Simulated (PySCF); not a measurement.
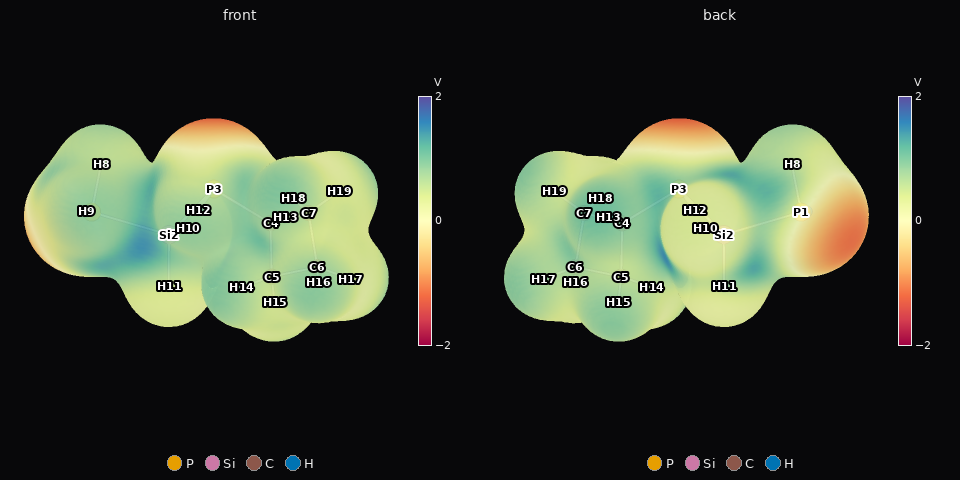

C4H12P2Si (SMILES P[SiH2]PC1CCC1). The electrostatic potential painted on the density surface at 0.004 e/bohr³, seen from the front and from behind; the colour scale runs from red (negative) to blue (positive).

Geometry: GFN2-xTB.

The calculation used PBE0/pcSseg-1, SCF density, gas phase, non-relativistic (PySCF 2.14.0).

```xyz
19

P     4.2331    0.7798    0.1650
Si    2.2119    0.1307   -0.5690
P     0.8525   -0.5100    1.0985
C    -0.6912   -0.7560    0.1062
C    -1.2715    0.4126   -0.7103
C    -2.6617    0.0812   -0.1494
C    -2.0122   -0.8358    0.8961
H     4.3696   -0.2440    1.0820
H     3.7565    1.6476    1.1292
H     2.4279   -1.0437   -1.4236
H     1.7254    1.2265   -1.4210
H     0.5390    0.7776    1.5327
H    -0.5345   -1.6468   -0.5088
H    -0.9076    1.3838   -0.3762
H    -1.1514    0.3437   -1.7893
H    -3.2307    0.9219    0.2422
H    -3.2796   -0.4657   -0.8586
H    -1.9410   -0.3668    1.8770
H    -2.4445   -1.8274    1.0100
```

Q: Where is the surface potential most negative and most positive?

A: The most negative region (about −1.2 V) lies over P1 and P3, the most positive (about +1.5 V) over Si2.
